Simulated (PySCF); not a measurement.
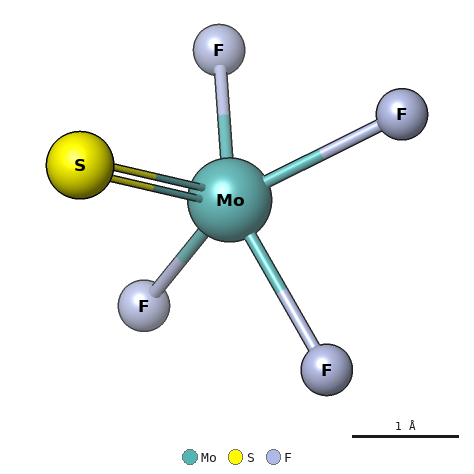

Distant atoms are faded towards the background colour. State: charge −1, doublet. Computed geometry: PBE0-D3(BJ)/def2-SVP optimisation. No frequency run is at hand to confirm it as a minimum. Other spin states may lie lower. Masses are those of the most abundant isotopes; constants are for the rigid equilibrium geometry.

### Classify the rotor and give the rotational constants (MHz).

A prolate symmetric top (C4v): A = 2063, B = C = 1729 MHz.
